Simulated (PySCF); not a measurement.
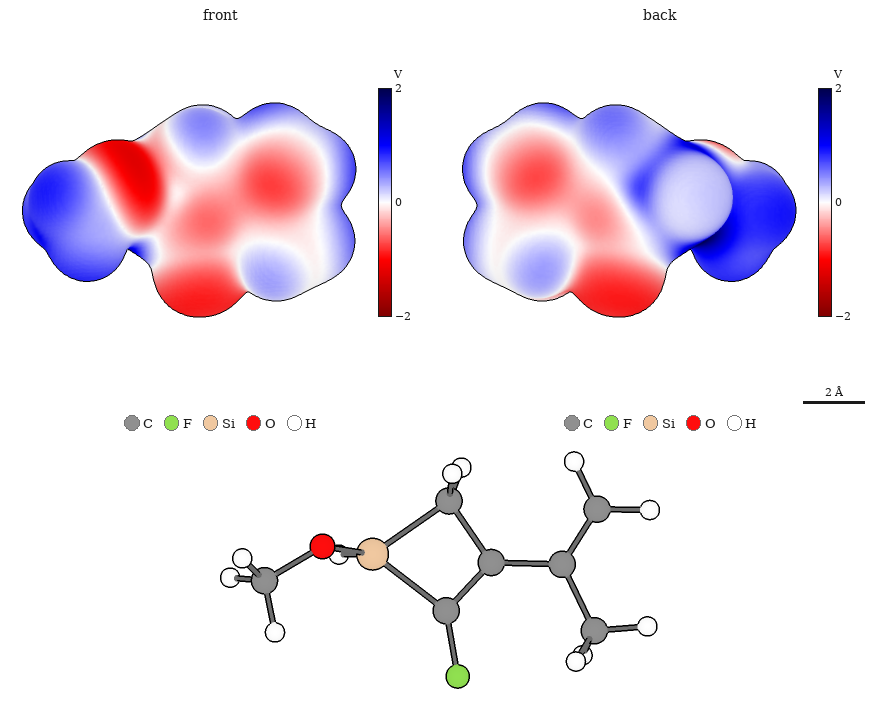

Figure. C$_{7}$H$_{11}$FOSi. The molecular electrostatic potential painted on the density surface at 0.002 e/bohr³, seen from the front and from behind; the colour scale runs from red (negative) to blue (positive). The bare structure is drawn below in the same view.

Geometry: GFN2-xTB.

Theory: PySCF, PBE0/pcSseg-1, SCF density, gas phase, non-relativistic.

```yaml
atoms:
  - { symbol: C, position_ang: [-2.8531, -1.0351, 0.5941] }
  - { symbol: C, position_ang: [-2.1415, 0.0365, 0.2394] }
  - { symbol: C, position_ang: [-2.7415, 1.4104, 0.2007] }
  - { symbol: C, position_ang: [-0.7466, -0.0814, -0.1258] }
  - { symbol: C, position_ang: [0.1667, 0.8398, -0.4930] }
  - { symbol: F, position_ang: [-0.0251, 2.1772, -0.6177] }
  - { symbol: Si, position_ang: [1.5725, -0.3912, -0.7909] }
  - { symbol: O, position_ang: [2.7938, -0.5089, 0.2588] }
  - { symbol: C, position_ang: [4.0302, 0.1459, 0.2696] }
  - { symbol: C, position_ang: [0.0519, -1.3716, -0.1756] }
  - { symbol: H, position_ang: [-2.4236, -2.0208, 0.6232] }
  - { symbol: H, position_ang: [-3.8921, -0.9569, 0.8656] }
  - { symbol: H, position_ang: [-2.2043, 2.0739, 0.8763] }
  - { symbol: H, position_ang: [-2.6600, 1.8283, -0.8015] }
  - { symbol: H, position_ang: [-3.7891, 1.3842, 0.4892] }
  - { symbol: H, position_ang: [2.0101, -0.5109, -2.1795] }
  - { symbol: H, position_ang: [3.8961, 1.2182, 0.4225] }
  - { symbol: H, position_ang: [4.5609, -0.0114, -0.6716] }
  - { symbol: H, position_ang: [4.6183, -0.2655, 1.0902] }
  - { symbol: H, position_ang: [-0.3688, -2.0933, -0.8714] }
  - { symbol: H, position_ang: [0.1365, -1.8503, 0.7968] }
```

Q: Describe the electrostatic potential map.

A: The most negative region (about −1.2 V) lies over O8, the most positive (about +1.7 V) over Si7. O8 is the likeliest acceptor of a hydrogen bond.

Q: What dipole moment does the calculation give?

A: Its dipole moment is 1.54 D.
